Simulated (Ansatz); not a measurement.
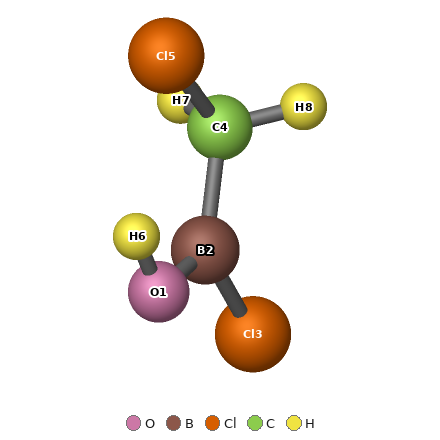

The system is CH₃BCl₂O (SMILES OB(Cl)CCl) with the probe HF; the picture shows it without the atoms that are moved over the map. 
- The probe is moved over a plane parallel to the molecule's main plane, 3.58 Å above it.
- Coordinates scanned: (1) x of the probe's F atom; (2) y of the probe's F atom.
- Nothing is relaxed (molecule and probe rigid, the probe upright with F nearest the plane).
- The grid has 19 × 17 points.
- Points are written as (first, second).
- Energies are in cm⁻¹, from the lowest grid point.
- Theory: Ansatz, RKS PBE0-D4/def2-SVP.

Range: x of the probe's F atom from −3.6 to 3.6 Å; y of the probe's F atom from −3.2 to 3.2 Å.

Question: What landscape does the calculation give?

Answer: The lowest grid point is at (0.0 Å, −0.8 Å). It is the only kind of minimum in the scanned range. The highest grid point, (−3.6 Å, 2.8 Å), lies 1131 cm⁻¹ above the lowest. Near the minimum the curvatures are about 0.028 and 0.05 eV/Å² along the soft and the stiff direction.

```
y of the probe's F atom ↓, x of the probe's F atom →  −3.2  −2.4  −1.6  −0.8  0.0  0.8  1.6  2.4  3.2
                                                 3.2  1128  1112  1067   999  929  888  889  919  954
                                                 2.4  1122  1069   971   856  770  755  807  883  944
                                                 1.6  1085   968   789   612  524  562  689  831  932
                                                 0.8  1029   846   587   361  274  356  554  766  911
                                                 0.0   983   768   466   196   75  169  416  689  882
                                                −0.8   970   767   464   159    0   78  316  608  850
                                                −1.6   986   823   555   251   72  105  293  569  834
                                                −2.4  1011   905   703   434  240  217  356  609  849
                                                −3.2  1023   964   845   658  487  438  539  731  894
```

The table holds every second grid line.

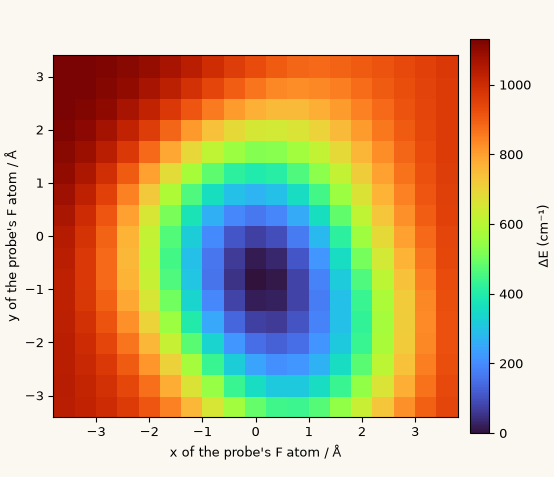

In the figure: one coloured cell a grid point.

Each point was launched as `ansatz run input.yaml --threads 1 --pin off --max-ram 2560MiB --backend cpu --events-out ev --progress --plain --runs-dir out`. Time for the 323 points that were run: 50 min on 1 thread of Arm Neoverse N1, with other jobs on the host.
